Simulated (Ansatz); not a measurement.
**FH₃NOSi (doublet): density, localisation and related maps**

The calculation's input:

```
crystal:
  periodic: [false, false, false]
  atoms:
    - { symbol: "N", position_ang: [-0.8401, 0.7254, 0.0521] }
    - { symbol: Si, position_ang: [0.3357, -0.5331, 0.0698] }
    - { symbol: O, position_ang: [0.7188, -0.8887, 1.6831] }
    - { symbol: F, position_ang: [-0.2113, -1.9, -0.6728] }
    - { symbol: H, position_ang: [-1.0694, 0.9807, -0.9824] }
    - { symbol: H, position_ang: [-0.4402, 1.6334, 0.4534] }
    - { symbol: H, position_ang: [-1.3282, 0.01289, 0.63149] }
magnetization:
  spin_polarized: true
  initial_magnetization: 1
basis:
  gaussian: { orbitals: cc-pVDZ }
hamiltonian:
  xc: pbe0
  dispersion: d4
relax:
  f_tol: 0.02
  max_steps: 50
output:
  orbitals: {}
```

Run with:

```sh
ansatz run input.yaml --threads 2 --pin off --max-ram 3072MiB --backend cpu --events-out ev --progress --plain --runs-dir out
```

The fields are those of the run's last geometry, not of the input's.

Computed with Ansatz, UKS PBE0-D4/cc-pVDZ.

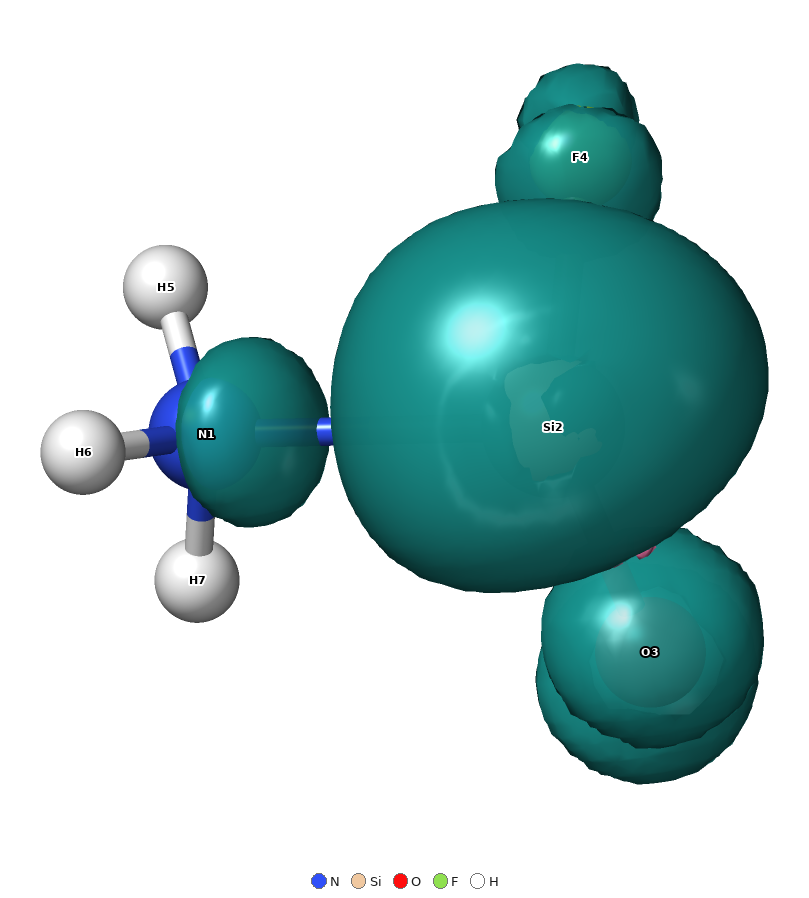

Figure 1. Isosurfaces of the spin density (α minus β) at +0.03 (teal) and −0.03 e/Å³ (pink), seen across its widest extent.

### Which atoms carry the spin?

The unpaired spin (1 electron) lies mostly on Si2 (about 0.6), O3 (about 0.2) and F4 (about 0.1), in electrons by Hirshfeld's partition.

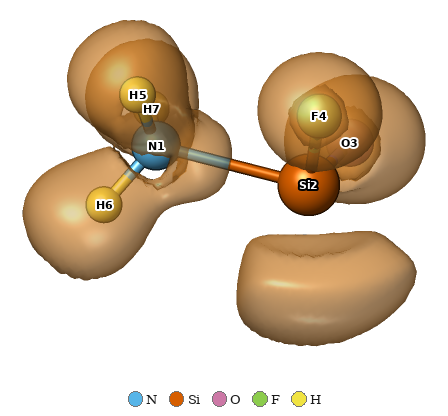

Figure 2. Isosurface of the ELF at 0.75 (orange), seen from one side. Only the valence region is drawn (cores and ρ < 0.01 e/Å³ removed).

### Describe the localisation domains.

The surface consists of one lobe on Si, pointing away from the bonds (non-bonding electrons), one region wrapped around F (its lone pairs, merged into a ring or cap), one region wrapped around O (its lone pairs, merged into a ring or cap) and one joined region spread over several atoms (H, N), in which their bonds and any lone pairs are merged. Profiles from the grid: Si–O (1.57 Å): the ELF peaks at about 0.80 between the atoms (a short, strongly polar bond). Si–F (1.67 Å): the ELF peaks at about 0.80 in the valence shell of F, 0.6 Å from its nucleus, and is about 0.45 at the midpoint.

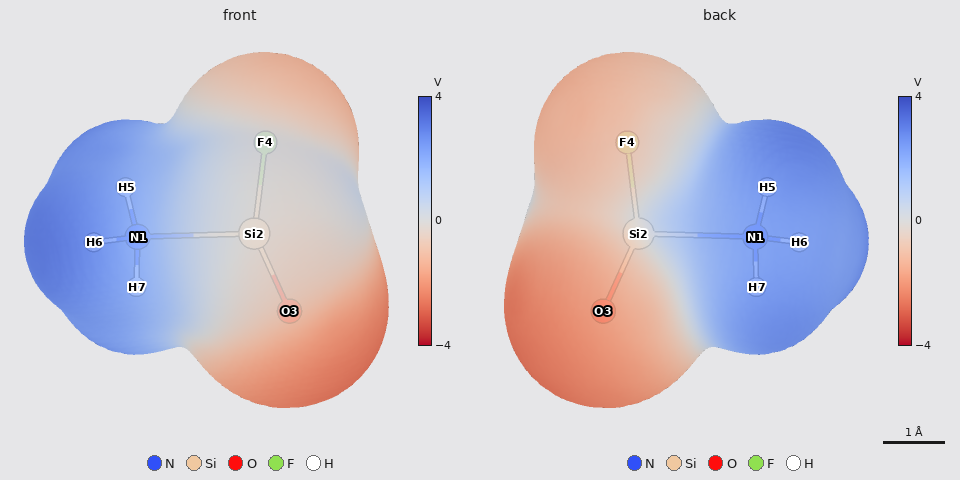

Figure 3. The molecular electrostatic potential painted on the density surface at 0.002 e/bohr³, seen from the front and from behind; the colour scale runs from red (negative) to blue (positive).

### Describe the electrostatic potential map.

The most negative region (about −2.6 V, or −60 kcal/mol for a unit charge) lies over O3, the most positive (about +3.1 V, or +71 kcal/mol for a unit charge) over H6. O3 is the likeliest acceptor of a hydrogen bond.

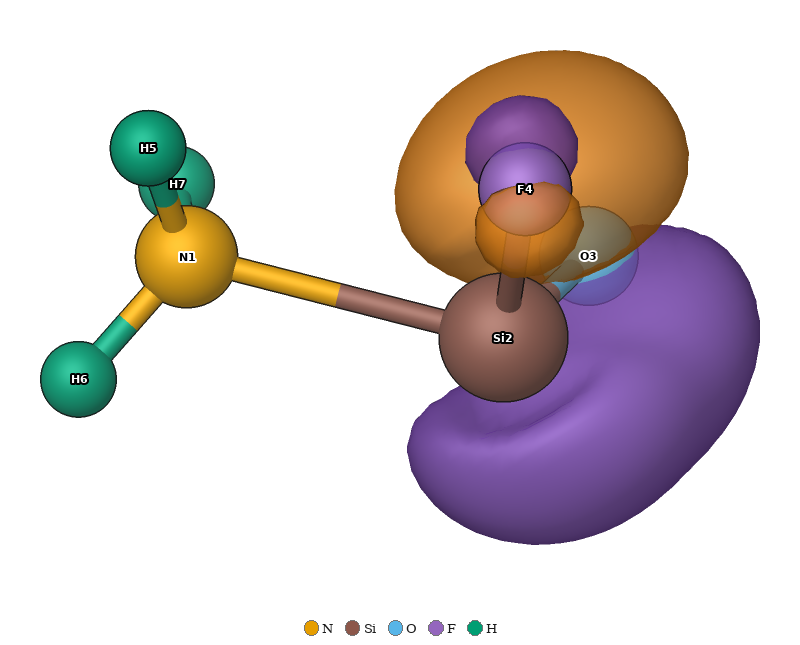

Figure 4. The HOMO (β) at ±0.15 Å⁻³ᐟ² (orange and purple are the two phases), seen from one side.

### What is the character of this orbital?

By Hirshfeld shares it lies mainly on O3 (about 70 %) and Si2 (about 25 %). Its energy is −7.21 eV.
